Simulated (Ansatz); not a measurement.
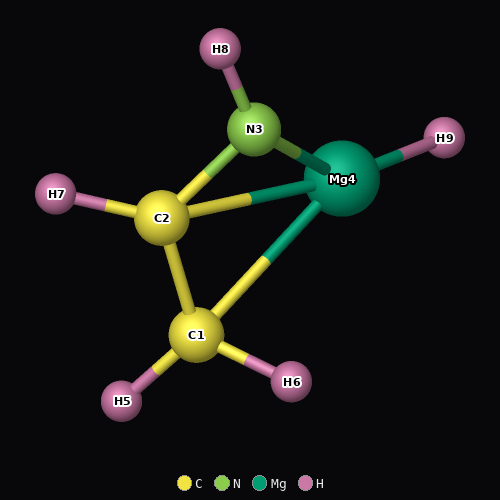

The system is C₂H₅MgN; the picture shows the reference structure. 
- First axis: bond length N3–H8. Second axis: angle H8–N3–Mg4.
- Nothing is relaxed (all other coordinates rigid).
- The grid has 15 × 15 points.
- Points are written as (first, second).
- Energies are in kcal/mol, from the relaxed molecule at the same level.
- Theory: RKS SPW92 (LDA)/def2-TZVP (Ansatz 0.2.0).

Its coordinates:

```xyz
9

C     0.1500    0.9595   -0.6573
C     0.7795   -0.2352   -0.3553
N     0.6104   -0.8112    0.8373
Mg   -1.2798   -0.1855    0.7103
H     0.1631    1.3652   -1.6682
H     0.0085    1.6960    0.1498
H     1.3307   -0.7633   -1.1557
H     1.1536   -1.6598    0.9898
H    -2.9160   -0.3657    1.1492
```

Range: bond length N3–H8 from 0.856 to 1.325 Å; angle H8–N3–Mg4 from 115.9 to 165.9°.

> Predict the map.

The lowest grid point is at (1.023 Å, 140.9°), 0.008 kcal/mol from the relaxed molecule at the same level. No other kind of well shows on this grid. The highest grid point, (1.325 Å, 115.9°), lies 30.2 kcal/mol above the lowest. Round the minimum the two coordinates are nearly uncoupled.

```csv
"angle H8–N3–Mg4 ↓, bond length N3–H8 →",0.856,0.889,0.923,0.956,0.990,1.023,1.057,1.090,1.124,1.157,1.191,1.224,1.258,1.291,1.325
165.9,25.2,17.3,11.6,8.1,6.2,5.6,6.1,7.4,9.5,12.0,15.1,18.4,22.0,25.8,29.7
162.3,23.5,15.6,10.0,6.5,4.6,4.1,4.6,6.0,8.1,10.7,13.8,17.1,20.7,24.5,28.5
158.7,22.1,14.2,8.7,5.2,3.3,2.8,3.4,4.8,6.9,9.5,12.6,16.0,19.7,23.4,27.4
155.2,21.0,13.2,7.6,4.2,2.3,1.8,2.4,3.8,6.0,8.6,11.7,15.1,18.8,22.6,26.6
151.6,20.1,12.3,6.7,3.3,1.5,1.0,1.6,3.0,5.2,7.9,11.0,14.4,18.2,22.0,26.0
148.0,19.4,11.6,6.1,2.7,0.9,0.4,1.1,2.5,4.7,7.4,10.6,14.0,17.7,21.5,25.6
144.4,19.0,11.2,5.7,2.4,0.6,0.1,0.7,2.2,4.4,7.1,10.3,13.7,17.5,21.3,25.4
140.9,18.9,11.1,5.6,2.2,0.4,0.0,0.7,2.1,4.3,7.0,10.2,13.7,17.5,21.3,25.4
137.3,18.9,11.2,5.7,2.3,0.5,0.1,0.8,2.3,4.5,7.2,10.4,13.8,17.6,21.5,25.5
133.7,19.2,11.5,6.0,2.6,0.9,0.4,1.1,2.6,4.8,7.5,10.7,14.2,18.0,21.8,25.9
130.2,19.7,12.0,6.5,3.2,1.4,1.0,1.6,3.1,5.4,8.1,11.3,14.7,18.5,22.3,26.4
126.6,20.5,12.7,7.2,3.9,2.1,1.7,2.4,3.9,6.1,8.8,12.0,15.4,19.2,23.1,27.1
123.0,21.4,13.6,8.1,4.8,3.0,2.6,3.3,4.8,7.0,9.7,12.9,16.3,20.1,24.0,28.0
119.4,22.5,14.8,9.3,5.9,4.2,3.7,4.4,5.9,8.1,10.8,14.0,17.4,21.2,25.0,29.1
115.9,23.8,16.0,10.5,7.2,5.4,5.0,5.6,7.1,9.3,12.0,15.2,18.6,22.4,26.2,30.2
```

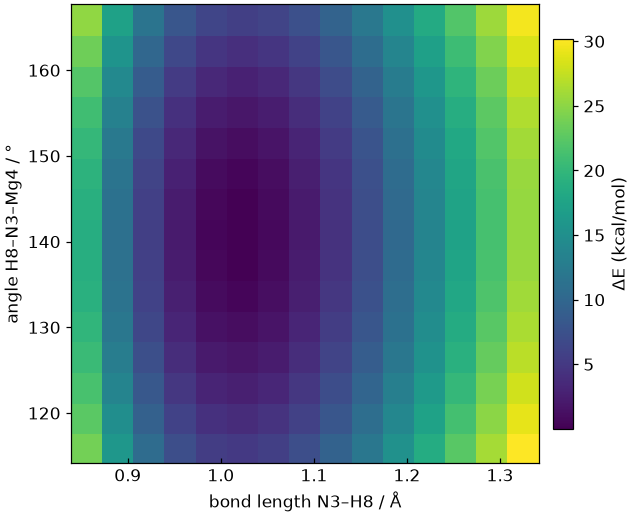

Drawn: one coloured cell a grid point.

The whole map (225 points run) took 13 min on 1 thread of Arm Neoverse V1 (shared host).
